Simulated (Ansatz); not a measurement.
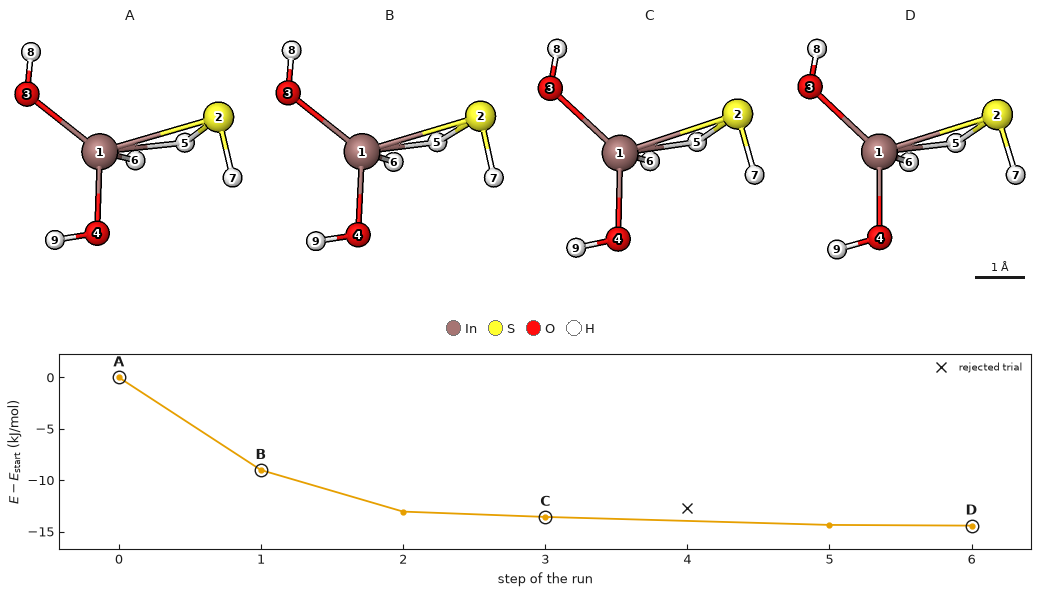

Frames of a constrained relaxation of InH₅SO₂, marked on the history of the run. The picture is a ball-and-stick view, seen at a tilt.

The reaction that was planned forms In1–H6, S2–H5 and breaks In1–S2, H5–H6 (atoms numbered from 1 in input order).

The calculation used Ansatz 0.2.0, RKS PBE0-D4/def2-SVP. Set-up: held fixed: the distance between atoms 1 (In) and 6 (H), the distance between atoms 2 (S) and 5 (H), the distance between atoms 1 (In) and 2 (S), the distance between atoms 5 (H) and 6 (H), counting from 1; force threshold 0.04 eV/Å; at most 150 steps.

Q: Describe the path.

A: The largest moves after the best rigid fit, 0.22 Å, are those of H5 and H8. Largest moves by element: H 0.22 Å, O 0.17 Å, In 0.06 Å, S 0.06 Å. Near-neighbour distances that change, for instance: In1–H5 2.293 → 2.120 Å, In1–O3 1.953 → 1.995 Å, S2–H7 1.326 → 1.354 Å, O3–H8 0.955 → 0.964 Å. Among the angles between lasting bonds that change: O3–In1–O4 116.2° → 124.1°, In1–S2–H5 60.7° → 54.9°, S2–In1–O3 124.8° → 119.0°. After 5 accepted moves (6 points after the start) the energy has fallen by 14.4 kJ/mol. The largest force component goes from 0.9 to 0.015 eV/Å. The line search rejected the trial step at point 4 of the run. The run took 30 s on 4 threads of Intel Xeon @ 2.50GHz, with other jobs on the host. From step 0 to 1: H5 moves most (0.21 Å), energy −9.01 kJ/mol. From step 1 to 3: H8 moves most (0.16 Å), energy −4.56 kJ/mol. From step 3 to 6: H9 moves most (0.07 Å), energy −0.85 kJ/mol.

```tsv
step	E − E(0), kJ/mol	largest force component, eV/Å	note
0	0.00	0.8959	
1	-9.01	0.3897	
2	-13.05	0.1203	
3	-13.57	0.2360	
4	-12.68	0.5171	rejected
5	-14.34	0.0704	
6	-14.41	0.0148
```
